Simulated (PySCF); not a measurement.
```xyz
21

C     4.6449   -0.5218   -0.8944
C     3.4519   -0.2525   -0.1233
C     2.4582   -0.0273    0.5227
Si    0.9288    0.3160    1.4985
Si   -0.6874    1.1758    0.0895
Cl   -1.3674    2.9871    0.7042
N    -2.0640    0.0981    0.0399
Si   -2.6176   -0.5943   -1.4599
Si   -3.0464   -0.1342    1.4626
H     4.9612    0.3794   -1.4194
H     5.4488   -0.8472   -0.2343
H     4.4479   -1.3064   -1.6248
H     1.3174    1.2539    2.5666
H     0.5481   -0.9521    2.1443
H    -0.3072    1.4055   -1.3064
H    -1.4405   -0.7516   -2.3124
H    -3.6069    0.2853   -2.0885
H    -3.2086   -1.8936   -1.1508
H    -4.3092    0.5925    1.3238
H    -3.2822   -1.5697    1.6029
H    -2.2786    0.3738    2.5999
```

Geometry: GFN2-xTB.

All numbers below come from PySCF, PBE0/pcSseg-1, SCF density, gas phase, non-relativistic.

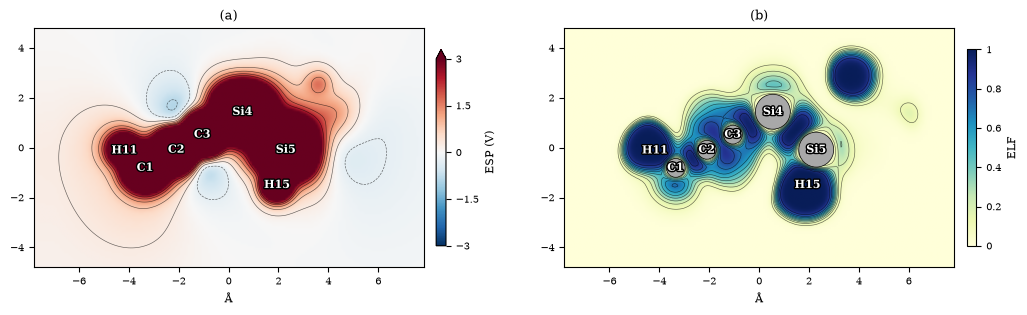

C3H12ClNSi4. (a) molecular electrostatic potential; (b) electron localisation function on the plane of atoms C3, Si4 and Si5. Grey discs cover the atomic cores in the ELF map.

Interpret the plot.

The plane passes through C, Si and H nuclei. C–C (1.21 Å): the ELF peaks at about 0.85 between the atoms (a short, multiple covalent bond). C–Si (1.85 Å): the ELF peaks at about 0.95 between the atoms: a shared electron pair. Si–Si (2.31 Å): the ELF peaks at about 1 between the atoms, as expected for a covalent bond. C–H (1.09 Å): the ELF climbs to about 1 towards the hydrogen, as it does in any bond to H; a covalent bond by its length. Si–H (1.46 Å): the ELF climbs to about 1 towards the hydrogen. Outside the dense part of the molecule the potential is most negative (−0.9 V) near C3.
